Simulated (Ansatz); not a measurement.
# A thicker film of BaZrO3 (001), BaO faces from two thinner ones

In a field along its normal an insulating film takes a dipole p. Written as a length, p/(ε₀AE), it should grow by 1 − 1/ε for each ångström added.

How it was computed: Ansatz 0.2.0, plane waves with PAW datasets (its set soft_2), PBE; perovskite films relaxed at a bulk in-plane lattice constant near the measured one, then held in weak fields of both signs with a dipole correction (A is the cell's area, E the outer field).

```tsv
run	distance between the outer atoms (Å)	p/(ε₀AE) (Å)
2 units	8.468	9.190
3 units	12.719	12.531
5 units	21.214	?
```

**Question.** What value belongs in the row marked “?”, and how far can the other rows tell?

Two rows fix a line: slope = (12.531 − 9.190) / (12.719 − 8.468) = 0.7859, intercept 2.5351. That slope means ε = 1/(1 − 0.7859) = 4.67. At 21.214 it gives 0.7859 × 21.214 + 2.5351 = 19.207 Å, beyond the rows fitted. Rounding of the rows alone allows about ±0.004 Å there; two rows can't show whether the line holds.

The run itself gives 19.266 Å: a miss of +0.059 Å, or 0.3 % of the value. The length is met to within 1 %, though ε is more sensitive than the length: the two thickest films give ε = 4.83.

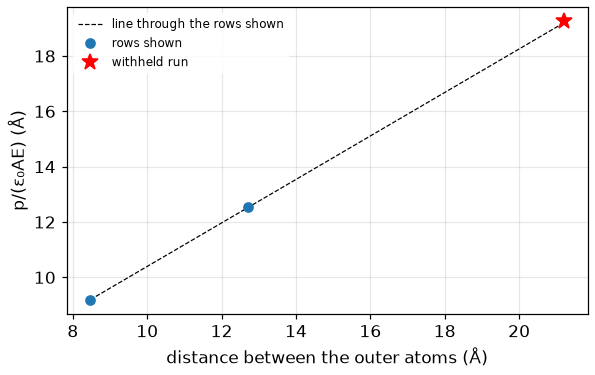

The fit and the withheld run.

Caveats: This is the electronic response alone. A unit is one step of the cut along the normal (a plane, a pair of planes or a cell), and the layers relax along it, away from their bulk spacing where the functional's lattice constant differs from the one held.

[Logs are printed without paths, hosts, clocks, repeated set-up lines and the standing remarks that a program may print on its own settings, such as how far it seeks lower states.]
